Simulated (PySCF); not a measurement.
# C₄H₆O₃Si: what the fields show

```yaml
atoms:
  - { symbol: C, position_ang: [2.2932, -0.3262, 0.5033] }
  - { symbol: C, position_ang: [1.1301, 0.0556, -0.0210] }
  - { symbol: C, position_ang: [0.8401, 1.4670, -0.2684] }
  - { symbol: O, position_ang: [-0.1769, 1.8221, -0.8125] }
  - { symbol: Si, position_ang: [-0.3431, -1.0352, -0.5119] }
  - { symbol: C, position_ang: [-1.8345, -0.2102, 0.3695] }
  - { symbol: O, position_ang: [-1.8293, 0.2136, 1.4983] }
  - { symbol: O, position_ang: [-2.9108, -0.1382, -0.4147] }
  - { symbol: H, position_ang: [3.0614, 0.3871, 0.7673] }
  - { symbol: H, position_ang: [2.5207, -1.3633, 0.6823] }
  - { symbol: H, position_ang: [1.6003, 2.1971, 0.0666] }
  - { symbol: H, position_ang: [-0.1314, -2.3766, 0.0393] }
  - { symbol: H, position_ang: [-0.5854, -1.0308, -1.9498] }
  - { symbol: H, position_ang: [-3.6351, 0.3376, 0.0296] }
```

Geometry: GFN2-xTB.

These are results of PySCF 2.14.0, CAM-B3LYP/def2-SVPD, SCF density, gas phase, not measurements.

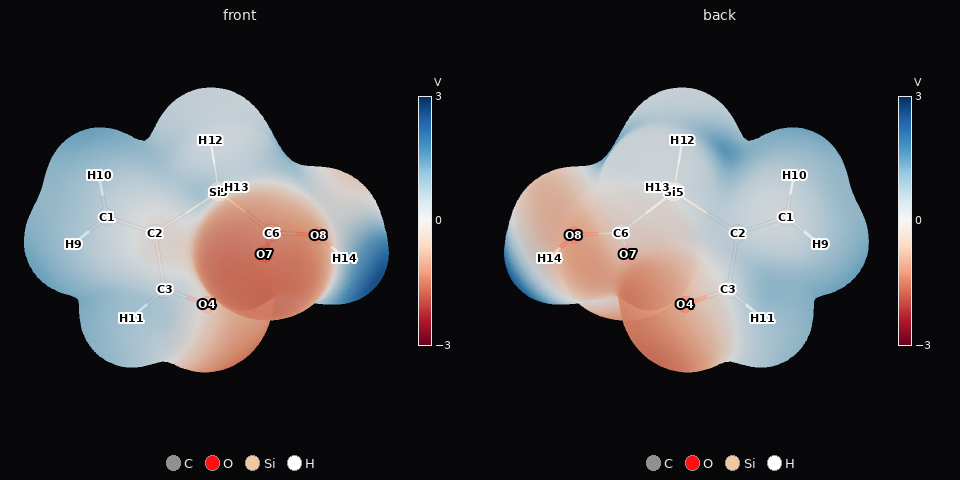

Figure 1. The molecular electrostatic potential painted on the density surface at 0.002 e/bohr³, seen from the front and from behind; the colour scale runs from red (negative) to blue (positive).

Q: Where is the surface potential most negative and most positive?

A: The most negative region (about −1.7 V) lies over O7, the most positive (about +2.5 V) over H14. O7 is the likeliest acceptor of a hydrogen bond.

Q: How polar is the molecule by this calculation?

A: Its dipole moment is 2.95 D.

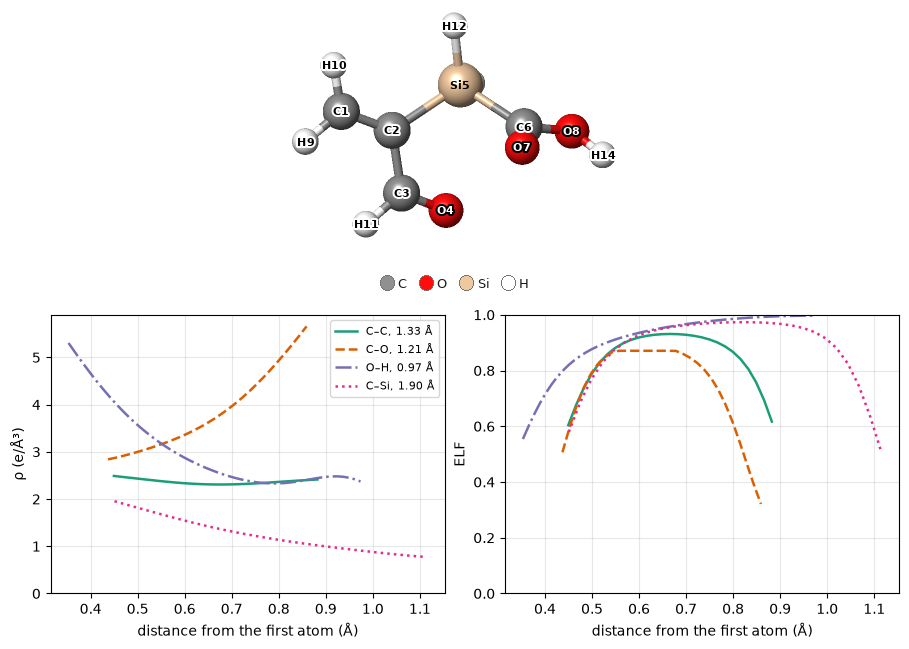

Figure 2. Total electron density and electron localisation function along straight lines between neighbouring atoms. The curves leave out the atomic cores. The structure is drawn too.

Q: What can be read from the curves?

A: C–C (1.33 Å): ρ is about 2.3 e/Å³ halfway; the ELF peaks at about 0.95 between the atoms: a short, multiple covalent bond.
C–O (1.21 Å): the density is about 3.4 e/Å³ at the midpoint; the ELF peaks at about 0.85 between the atoms; a multiple bond.
O–H (0.97 Å): ρ is about 3.7 e/Å³ halfway; the ELF climbs to about 1 towards the hydrogen, as it does in any bond to H: an ordinary covalent bond to hydrogen.
C–Si (1.90 Å): ρ at the midpoint is about 0.94 e/Å³; the ELF peaks at about 1 between the atoms; localised, covalent bonding.
